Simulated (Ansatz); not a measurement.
# COF2 (carbonyl fluoride): methods side by side

COF2 has 4 atoms, charge 0, and is taken as a singlet. As SMILES, `O=C(F)F`. The coordinates come from a GFN2-xTB relaxation.

```xyz
4

O    -1.2438   -0.1573    0.1539
C    -0.1025   -0.0132    0.0129
F     0.8510   -0.8234    0.4225
F     0.4953    0.9939   -0.5893
```

Quantity: the vertical electron affinity (to the doublet anion), in eV. The values are calculated.

The electron affinity is E(neutral) − E(anion): positive where the electron is bound.

| level | kind | program | value (eV) | less FCI/STO-3G | CPU time (all runs) |
| --- | --- | --- | --- | --- | --- |
| revPBE/STO-3G | GGA | Ansatz | -8.46 | +0.85 | 2.1 s |
| CAM-B3LYP/STO-3G | range-separated hybrid | Ansatz | -7.70 | +1.61 | 2.7 s |
| B2PLYP/STO-3G | double hybrid | Ansatz | -8.25 | +1.06 | 2.6 s |
| MP2/STO-3G | perturbation theory | Ansatz | -9.16 | +0.15 | 0.24 s |
| BCCD(T)/STO-3G | coupled cluster or CI | Ansatz | -9.29 | +0.02 | 0.65 s |
| CCSD(T)/STO-3G | coupled cluster or CI | Ansatz | -9.29 | +0.02 | 0.54 s |
| CCSD/STO-3G | coupled cluster or CI | Ansatz | -9.14 | +0.17 | 0.51 s |
| CCSDT/STO-3G | coupled cluster or CI | Ansatz | -9.30 | +0.01 | 1.8 s |
| FCI/STO-3G | exact in the basis | Ansatz | -9.31 | 0.00 | 14 s |

FCI/STO-3G is exact within its basis and frozen core, so for wave-function methods in that basis the difference is their error; functionals converge differently with the basis, so for them it is only a difference. The values span -9.31 to -7.70 eV. All rows use very small basis sets, so even the best lies far from the true value. Negative values mean that the anion is unbound at that level; they are set by how diffuse the basis is and aren't properties of the molecule. Times are those of the runs behind each value, whatever else they computed, on shared processors of several kinds: orders of magnitude only.

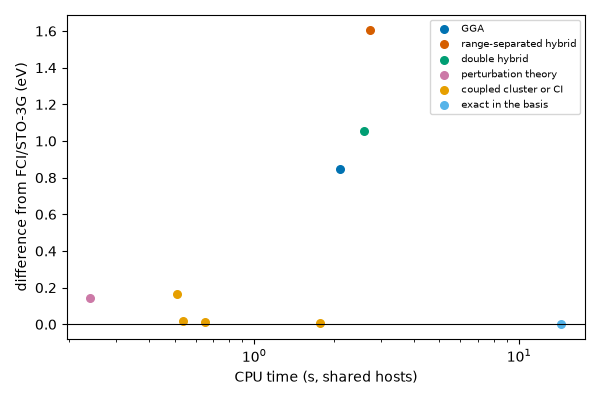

Difference from FCI/STO-3G against processor time, one point a level.
